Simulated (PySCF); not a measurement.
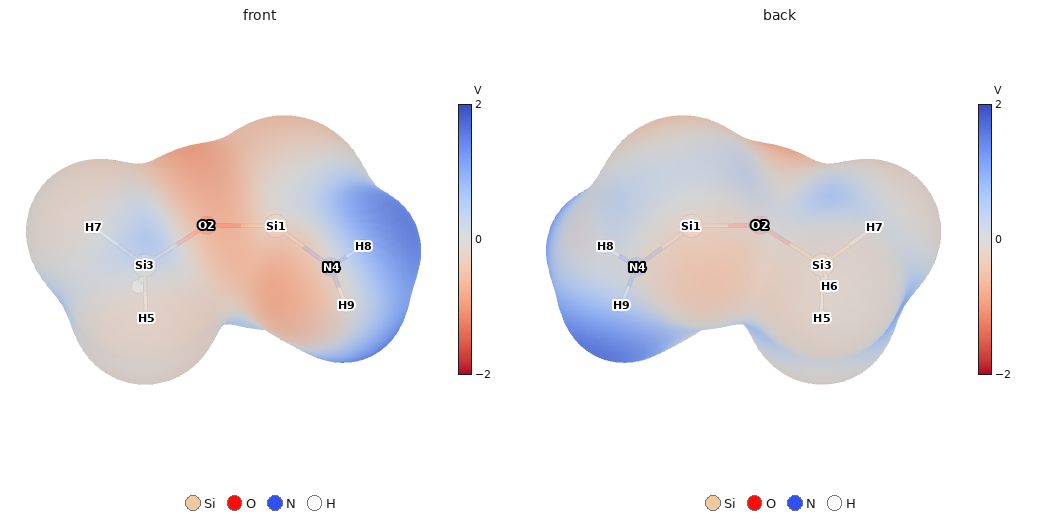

Figure 1: H5NOSi2 (SMILES N[Si]O[SiH3]) (triplet). The electrostatic potential painted on the density surface at 0.001 e/bohr³, seen from the front and from behind; red is negative and blue positive.

Geometry: PBE0-D3(BJ)/def2-SVP.

All numbers below come from PySCF 2.14.0, density-fitted response routines, UKS B3LYP, IGLO-III on N O Si, pcH-1 on H, non-relativistic, mean-field spin-orbit, GIAO.

Input file:

```
{"job": {"kind": "epr"}, "charge": 0, "multiplicity": 3}
Si     0.725517    -0.540655    -1.179103
O      0.346688    -0.789064     0.435418
Si     0.257845     0.140313     1.814575
N     -0.531881    -0.128991    -2.290421
H     -1.089281     0.777744     1.921335
H      1.298692     1.213872     1.794791
H      0.475574    -0.745970     2.992409
H     -0.886781    -0.818515    -2.945650
H     -0.607294     0.812632    -2.662294
```

Launched as:

```sh
OMP_NUM_THREADS=1 python cluster_run.py task.json out
```

Q: Where is the surface potential most negative and most positive?

A: The most negative region (about −0.9 V) lies over O2, the most positive (about +1.5 V) over H8 and H9.
